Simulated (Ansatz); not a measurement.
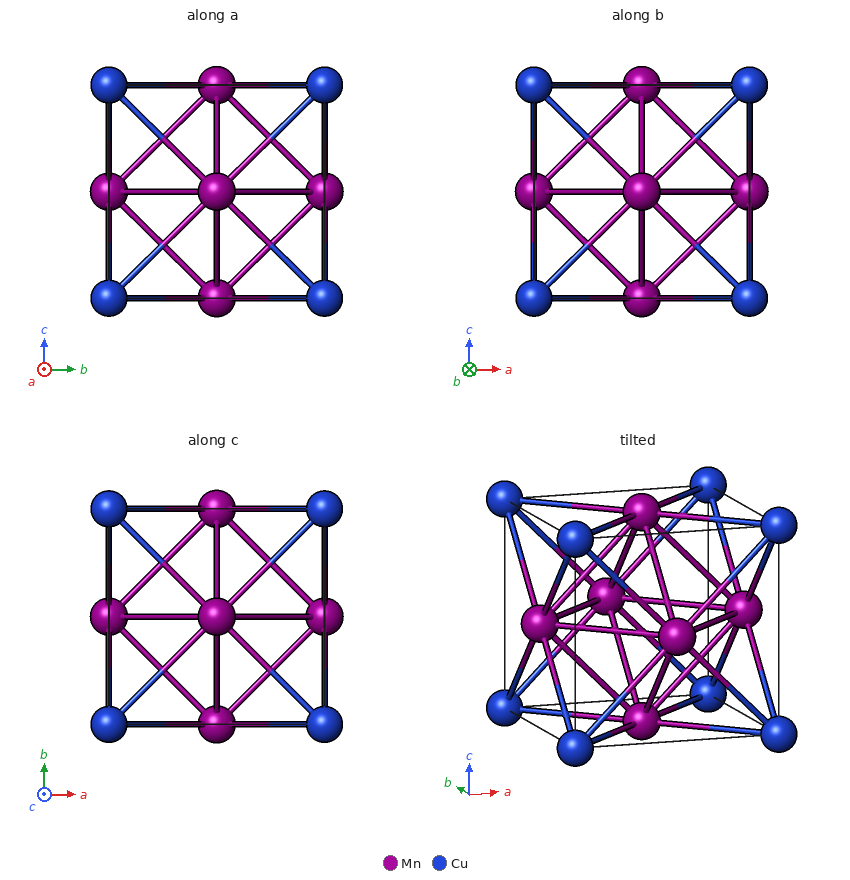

Structure drawing (ball-and-stick), viewed along the a axis, along the b axis, along the c axis and slightly off an axis. Thin lines show the unit cell, with boundary atoms drawn in all their periodic places.

Lattice parameters: a = 3.6429 Å, b = 3.6429 Å, c = 3.6026 Å, α = 90.000°, β = 90.000°, γ = 90.000°.

Give the structure in the form of a CIF in P1 with every atom of the cell.

```cif
data_structure
_symmetry_space_group_name_H-M 'P 1'
_symmetry_Int_Tables_number 1
_cell_length_a 3.6429
_cell_length_b 3.6429
_cell_length_c 3.6026
_cell_angle_alpha 90.000
_cell_angle_beta 90.000
_cell_angle_gamma 90.000
_cell_volume 47.81
loop_
_atom_site_label
_atom_site_type_symbol
_atom_site_fract_x
_atom_site_fract_y
_atom_site_fract_z
_atom_site_occupancy
Mn1 Mn 0.5000 0.0000 0.5000 1
Mn2 Mn 0.0000 0.5000 0.5000 1
Mn3 Mn 0.5000 0.5000 0.0000 1
Cu1 Cu 0.0000 0.0000 0.0000 1
```

The model was built from a structure type filled with these elements by a generator (whether the compound takes this form wasn't checked). The geometry was optimised with DFT PBE, scalar-relativistic, plane waves, PAW (Ansatz).
